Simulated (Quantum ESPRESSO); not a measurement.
**The valence band of HfO2 as photoemission sees it**

What would valence photoemission of HfO2 look like, and what sets its shape?

Program: Quantum ESPRESSO 7.5. Level of theory: DFT, PBE, plane waves, ultrasoft GBRV pseudopotentials, scalar-relativistic, in the first sound run; inputs show where later runs differ. Results are calculated unless marked as measured.

**1. Starting point**

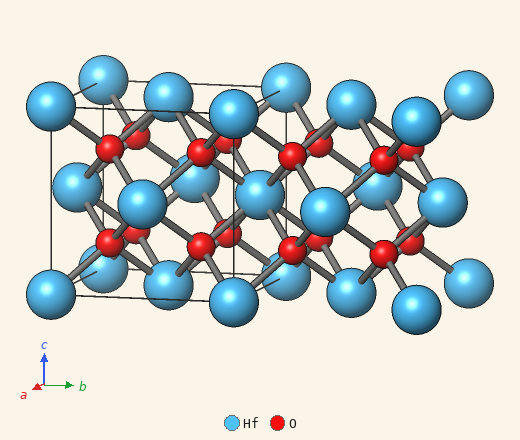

The starting structure, seen slightly off an axis (hafnium blue, oxygen red). 1×2×1 cells are drawn. This picture shows the conventional cell, with its axes. Some periodic images of atoms are drawn too.

**2. The base run: self-consistent run**

First the self-consistent run; potential, DOS and bands follow from it in later steps.

scf.in reads:

```
&control
  calculation = 'scf'
  prefix = 'pes'
  outdir = './tmp'
  pseudo_dir = './pp'
  tprnfor = .true.
  tstress = .true.
/
&system
  ibrav = 0
  nat = 3
  ntyp = 2
  ecutwfc = 40.0
  ecutrho = 200.0
  occupations = 'smearing'
  nbnd = 22
  smearing = 'fd'
  degauss = 0.00147
/
&electrons
  conv_thr = 1.8e-08
  mixing_beta = 0.5
  electron_maxstep = 120
/
ATOMIC_SPECIES
Hf 178.4900 hf_pbe_v1.uspp.F.UPF
O 15.9990 o_pbe_v1.2.uspp.F.UPF
CELL_PARAMETERS angstrom
 0.000000000 2.557500000 2.557500000
 2.557500000 0.000000000 2.557500000
 2.557500000 2.557500000 0.000000000
ATOMIC_POSITIONS crystal
Hf 0.000000000 0.000000000 0.000000000
O 0.750000000 0.750000000 0.750000000
O 0.250000000 0.250000000 0.250000000
K_POINTS automatic
10 10 10 0 0 0
```

Run with:

```
$ OMP_NUM_THREADS=1 mpirun -n 4 pw.x -nk 4 -in scf.in > scf.out
```

Output:

```text
Program PWSCF v.7.5 starts

     This program is part of the open-source Quantum ESPRESSO suite
     for quantum simulation of materials; please cite
         "P. Giannozzi et al., J. Phys.:Condens. Matter 21 395502 (2009);
         "P. Giannozzi et al., J. Phys.:Condens. Matter 29 465901 (2017);
         "P. Giannozzi et al., J. Chem. Phys. 152 154105 (2020);
          URL
     in publications or presentations arising from this work. More details at

     Parallel version (MPI & OpenMP), running on       4 processor cores
     Number of MPI processes:                 4
     Threads/MPI process:                     1

     MPI processes distributed on     1 nodes
     321541 MiB available memory on the printing compute node when the environment starts

     Current dimensions of program PWSCF are:
     Max number of different atomic species (ntypx) = 10
     Max number of k-points (npk) =  40000
     Max angular momentum in pseudopotentials (lmaxx) =  4
     Message from routine setup:
     using ibrav=0 with symmetry is DISCOURAGED, use correct ibrav instead

     K-points division:     npool     =       4
     Subspace diagonalization in iterative solution of the eigenvalue problem:
     a serial algorithm will be used

     G-vector sticks info
     --------------------
     sticks:   dense  smooth     PW     G-vecs:    dense   smooth      PW
     Sum         649     511    163                10849     7727    1411

     Using Slab Decomposition

     bravais-lattice index     =            0
     lattice parameter (alat)  =       6.8349  a.u.
     unit-cell volume          =     225.7738 (a.u.)^3
     number of atoms/cell      =            3
     number of atomic types    =            2
     number of electrons       =        24.00
     number of Kohn-Sham states=           22
     kinetic-energy cutoff     =      40.0000  Ry
     charge density cutoff     =     200.0000  Ry
     scf convergence threshold =      1.8E-08
     mixing beta               =       0.5000
     number of iterations used =            8  plain     mixing
     Exchange-correlation= SLA  PW   PBE  PBE
                           (   1   4   3   4   0   0   0)

     celldm(1)=   6.834858  celldm(2)=   0.000000  celldm(3)=   0.000000
     celldm(4)=   0.000000  celldm(5)=   0.000000  celldm(6)=   0.000000

     crystal axes: (cart. coord. in units of alat)
               a(1) = (   0.000000   0.707107   0.707107 )
               a(2) = (   0.707107   0.000000   0.707107 )
               a(3) = (   0.707107   0.707107   0.000000 )

     reciprocal axes: (cart. coord. in units 2 pi/alat)
               b(1) = ( -0.707107  0.707107  0.707107 )
               b(2) = (  0.707107 -0.707107  0.707107 )
               b(3) = (  0.707107  0.707107 -0.707107 )

     PseudoPot. # 1 for Hf read from file:
     ./pp/hf_pbe_v1.uspp.F.UPF
     Pseudo is Ultrasoft + core correction, Zval = 12.0
     Generated by new atomic code, or converted to UPF format
     Using radial grid of  921 points,  8 beta functions with:
                l(1) =   0
                l(2) =   0
                l(3) =   0
                l(4) =   1
                l(5) =   1
                l(6) =   2
                l(7) =   2
                l(8) =   3
     Q(r) pseudized with  6 coefficients,  rinner =    1.200   1.200   1.200
                                                       1.200   1.200   1.200
                                                       1.200

     PseudoPot. # 2 for O  read from file:
     ./pp/o_pbe_v1.2.uspp.F.UPF
     Pseudo is Ultrasoft + core correction, Zval =  6.0
     Generated by new atomic code, or converted to UPF format
     Using radial grid of  737 points,  5 beta functions with:
                l(1) =   0
                l(2) =   0
                l(3) =   1
                l(4) =   1
                l(5) =   2
     Q(r) pseudized with  8 coefficients,  rinner =    0.900   0.900   0.900
                                                       0.900   0.900

     atomic species   valence    mass     pseudopotential
     Hf               12.00   178.49000     Hf( 1.00)
     O                 6.00    15.99900     O ( 1.00)

     48 Sym. Ops., with inversion, found

   Cartesian axes

     site n.     atom                  positions (alat units)
         1        Hf     tau(   1) = (   0.0000000   0.0000000   0.0000000  )
         2        O      tau(   2) = (   1.0606602   1.0606602   1.0606602  )
         3        O      tau(   3) = (   0.3535534   0.3535534   0.3535534  )

     number of k points=    47  Fermi-Dirac smearing, width (Ry)=  0.0015
                       cart. coord. in units 2pi/alat
        k(    1) = (   0.0000000   0.0000000   0.0000000), wk =   0.0020000
        k(    2) = (   0.0707107   0.0707107  -0.0707107), wk =   0.0160000
        k(    3) = (   0.1414214   0.1414214  -0.1414214), wk =   0.0160000
        k(    4) = (   0.2121320   0.2121320  -0.2121320), wk =   0.0160000
        k(    5) = (   0.2828427   0.2828427  -0.2828427), wk =   0.0160000
        k(    6) = (  -0.3535534  -0.3535534   0.3535534), wk =   0.0080000
        k(    7) = (   0.1414214  -0.0000000   0.0000000), wk =   0.0120000
        k(    8) = (   0.2121320   0.0707107  -0.0707107), wk =   0.0480000
        k(    9) = (   0.2828427   0.1414214  -0.1414214), wk =   0.0480000
        k(   10) = (   0.3535534   0.2121320  -0.2121320), wk =   0.0480000
        k(   11) = (  -0.2828427  -0.4242641   0.4242641), wk =   0.0480000
        k(   12) = (  -0.2121320  -0.3535534   0.3535534), wk =   0.0480000
        k(   13) = (  -0.1414214  -0.2828427   0.2828427), wk =   0.0480000
        k(   14) = (  -0.0707107  -0.2121320   0.2121320), wk =   0.0480000
        k(   15) = (   0.0000000  -0.1414214   0.1414214), wk =   0.0240000
        k(   16) = (   0.2828427  -0.0000000   0.0000000), wk =   0.0120000
[...]
k(   40) = (   0.0000000  -0.2828427   0.4242641), wk =   0.0480000
        k(   41) = (  -0.1414214  -0.5656854   0.7071068), wk =   0.0480000
        k(   42) = (  -0.0707107  -0.4949747   0.6363961), wk =   0.0960000
        k(   43) = (  -0.0000000  -0.4242641   0.5656854), wk =   0.0480000
        k(   44) = (  -0.7071068   0.1414214   0.0000000), wk =   0.0240000
        k(   45) = (  -0.1414214  -0.4242641   0.7071068), wk =   0.0480000
        k(   46) = (  -0.0707107  -0.3535534   0.6363961), wk =   0.0480000
        k(   47) = (  -0.7071068   0.2828427   0.0000000), wk =   0.0240000

     Dense  grid:    10849 G-vectors     FFT dimensions: (  32,  32,  32)

[...]
21.6417  21.6417  24.8633  27.2541  27.2541  34.9530

          k = 0.2121 0.2121-0.2121 (   956 PWs)   bands (ev):

   -49.1885 -17.9369 -17.7070 -17.7070  -5.6482  -4.1940   7.5121   7.5121
     8.5545   9.7390  10.4856  10.4856  16.6461  16.6461  18.8511  21.2684
    21.3327  21.3327  24.0789  28.6119  28.6119  33.9716

          k = 0.2828 0.2828-0.2828 (   951 PWs)   bands (ev):

   -49.1854 -18.0301 -17.7182 -17.7182  -5.3834  -4.3014   7.7657   7.7657
     9.1407   9.2244  10.2795  10.2795  16.6338  16.6338  18.7282  21.1985
    21.1985  21.3397  23.9797  30.1070  30.1070  33.4894

          k =-0.3536-0.3536 0.3536 (   960 PWs)   bands (ev):

   -49.1843 -18.0651 -17.7226 -17.7226  -5.3124  -4.3030   7.8577   7.8577
     9.0224   9.3596  10.2250  10.2250  16.5841  16.5841  18.8265  21.0172
    21.1750  21.1750  24.2341  30.8737  30.8737  33.7825

          k = 0.1414-0.0000 0.0000 (   953 PWs)   bands (ev):

   -49.1948 -17.7200 -17.6882 -17.6882  -6.3301  -3.7305   6.9480   6.9480
     7.2451  10.5674  11.4456  11.4456  16.0139  16.1863  18.2502  21.7579
    21.7579  21.9629  25.5056  26.4395  26.4395  33.7379

          k = 0.2121 0.0707-0.0707 (   954 PWs)   bands (ev):

   -49.1924 -17.7948 -17.7011 -17.6983  -6.0617  -3.9347   7.1296   7.1493
     7.8209   9.8127  11.2257  11.2950  16.2580  16.4627  18.8977  21.1265
    21.3705  21.7302  25.1208  27.0353  27.0695  34.6747

          k = 0.2828 0.1414-0.1414 (   964 PWs)   bands (ev):

[...]
21.0755  21.5621  24.5407  28.0970  28.1660  33.5295

          k = 0.3536 0.2121-0.2121 (   966 PWs)   bands (ev):

[...]
20.9877  21.8767  24.1388  29.3933  29.6472  33.0731

          k =-0.2828-0.4243 0.4243 (   968 PWs)   bands (ev):

[...]
21.0294  21.7569  24.3216  30.5418  30.6023  32.6755

          k =-0.2121-0.3536 0.3536 (   963 PWs)   bands (ev):

[...]
21.1178  21.8202  24.2366  29.7943  30.9015  32.7908

          k =-0.1414-0.2828 0.2828 (   958 PWs)   bands (ev):

[...]
21.3007  21.8300  24.1734  28.5016  29.6225  33.0322

          k =-0.0707-0.2121 0.2121 (   957 PWs)   bands (ev):

[...]
21.3719  21.6193  24.7518  27.3824  28.0487  33.7163

          k = 0.0000-0.1414 0.1414 (   955 PWs)   bands (ev):

[...]
21.4592  21.9332  25.2964  26.6930  26.8737  34.4062

          k = 0.2828-0.0000 0.0000 (   966 PWs)   bands (ev):

[...]
20.9792  21.3230  25.1280  27.3605  27.3605  33.5081

          k = 0.3536 0.0707-0.0707 (   963 PWs)   bands (ev):

[...]
k = 0.4243 0.1414-0.1414 (   964 PWs)   bands (ev):

[...]
k =-0.2121-0.4950 0.4950 (   960 PWs)   bands (ev):

[...]
k =-0.1414-0.4243 0.4243 (   963 PWs)   bands (ev):

[...]
k =-0.0707-0.3536 0.3536 (   964 PWs)   bands (ev):

[...]
k = 0.0000-0.2828 0.2828 (   967 PWs)   bands (ev):

[...]
k = 0.4243 0.0000-0.0000 (   966 PWs)   bands (ev):

[...]
k = 0.4950 0.0707-0.0707 (   972 PWs)   bands (ev):

[...]
k =-0.1414-0.5657 0.5657 (   963 PWs)   bands (ev):

[...]
k =-0.0707-0.4950 0.4950 (   965 PWs)   bands (ev):

[...]
k =-0.0000-0.4243 0.4243 (   967 PWs)   bands (ev):

[...]
k = 0.5657-0.0000 0.0000 (   962 PWs)   bands (ev):

[...]
k =-0.0707-0.6364 0.6364 (   967 PWs)   bands (ev):

[...]
k = 0.0000-0.5657 0.5657 (   959 PWs)   bands (ev):

[...]
k =-0.7071 0.0000 0.0000 (   982 PWs)   bands (ev):

[...]
k = 0.2828 0.1414 0.0000 (   960 PWs)   bands (ev):

[...]
k = 0.3536 0.2121-0.0707 (   962 PWs)   bands (ev):

[...]
k =-0.2828-0.4243 0.5657 (   962 PWs)   bands (ev):

[...]
k =-0.2121-0.3536 0.4950 (   964 PWs)   bands (ev):

[...]
k = 0.4243 0.1414-0.0000 (   971 PWs)   bands (ev):

[...]
k =-0.2121-0.4950 0.6364 (   968 PWs)   bands (ev):

[...]
k =-0.1414-0.4243 0.5657 (   968 PWs)   bands (ev):

[...]
k =-0.0707-0.3536 0.4950 (   965 PWs)   bands (ev):

[...]
k = 0.0000-0.2828 0.4243 (   960 PWs)   bands (ev):

[...]
k =-0.1414-0.5657 0.7071 (   975 PWs)   bands (ev):

[...]
k =-0.0707-0.4950 0.6364 (   968 PWs)   bands (ev):

[...]
k =-0.0000-0.4243 0.5657 (   968 PWs)   bands (ev):

[...]
20.3120  24.2257  25.4552  27.0514  29.5307  32.3978

          k =-0.7071 0.1414 0.0000 (   970 PWs)   bands (ev):

   -49.1803 -18.0596 -17.8184 -17.7897  -4.7850  -4.5081   5.9455   8.2597
     8.7879  10.3383  10.5865  11.9594  16.0733  17.3991  18.5439  19.7001
    20.0556  25.2647  25.5696  26.1523  28.9206  30.3146

          k =-0.1414-0.4243 0.7071 (   974 PWs)   bands (ev):

   -49.1813 -17.9838 -17.8777 -17.7718  -4.7312  -4.6437   6.8836   7.4258
     8.9495   9.8137  10.8667  11.3579  16.6145  17.0713  19.0874  19.2672
    20.2982  23.7751  25.4727  28.1077  28.5480  31.3635

          k =-0.0707-0.3536 0.6364 (   958 PWs)   bands (ev):

   -49.1807 -17.9572 -17.9204 -17.7792  -4.7096  -4.6121   6.9962   7.1328
     9.2881   9.5858  10.7670  11.6126  16.7160  17.0945  18.9212  19.1523
    20.2368  24.2994  25.4763  28.0109  28.1900  31.9238

          k =-0.7071 0.2828 0.0000 (   964 PWs)   bands (ev):

   -49.1803 -17.9866 -17.8943 -17.7904  -4.6970  -4.5913   6.5455   7.4411
     9.2346   9.8251  10.6649  11.8453  16.6260  17.2066  18.7552  19.1594
    20.1339  24.8316  25.7722  26.9628  28.2965  31.1569

     the Fermi energy is    14.0157 ev

!    total energy              =    -224.02939168 Ry
     estimated scf accuracy    <          2.9E-09 Ry
     smearing contrib. (-TS)   =       0.00000000 Ry
     internal energy E=F+TS    =    -224.02939168 Ry

     The total energy is F=E-TS. E is the sum of the following terms:
     one-electron contribution =     -27.12611986 Ry
     hartree contribution      =      28.07420366 Ry
     xc contribution           =     -90.51074924 Ry
     ewald contribution        =    -134.46672625 Ry

     convergence has been achieved in   9 iterations

     negative rho (up, down):  1.170E-01 0.000E+00

     Forces acting on atoms (cartesian axes, Ry/au):

     atom    1 type  1   force =    -0.00000000   -0.00000000    0.00000000
     atom    2 type  2   force =     0.00000000    0.00000000    0.00000000
     atom    3 type  2   force =    -0.00000000   -0.00000000   -0.00000000

     Total force =     0.000000     Total SCF correction =     0.000000

     Computing stress (Cartesian axis) and pressure

     negative rho (up, down):  1.170E-01 0.000E+00
          total   stress  (Ry/bohr**3)                   (kbar)     P=      -50.22
  -0.00034142   0.00000000   0.00000000          -50.22        0.00        0.00
   0.00000000  -0.00034142  -0.00000000            0.00      -50.22       -0.00
   0.00000000  -0.00000000  -0.00034142            0.00       -0.00      -50.22

     XML data file, charge density, pseudopotentials, collected wavefunctions

     Called by init_run:

     Called by electrons:

     Called by c_bands:

     Called by *egterg:

     Called by h_psi:
                                        0.00s GPU  (     374 calls)

     General routines

     Parallel routines

=------------------------------------------------------------------------------=
   JOB DONE.
=------------------------------------------------------------------------------=
```

Run time: 7 s. Hardware: 4 MPI ranks of Intel Xeon Platinum 8259CL at 2.50GHz (Skylake/Cascade Lake), shared host.

This step gave:

```
free energy       : -3048.0752 eV
Fermi energy      : 14.02 eV
pressure          : -5.022 GPa
gap on the k-mesh : 3.772 eV
```

At this level the gap is 3.77 eV on the k-mesh of the self-consistent run, which can miss the band edges.

[end of part 1 of 17]

[Logs are printed without paths, hosts, clocks, repeated set-up lines and the standing remarks that a program may print on its own settings, such as how far it seeks lower states.]

[Hosts, paths, dates, database ids (printed as entryN), source tags and the programs' standing remarks are cut or masked in the printed files.]

[Maps of the electrostatic potential energy from Ansatz leave out the sawtooth potential of an applied field or a dipole correction, so their vacuum need not be flat; work functions include it.]

[Peak lists hold at most the 14 tallest peaks of each spectrum; further lines can be left out.]
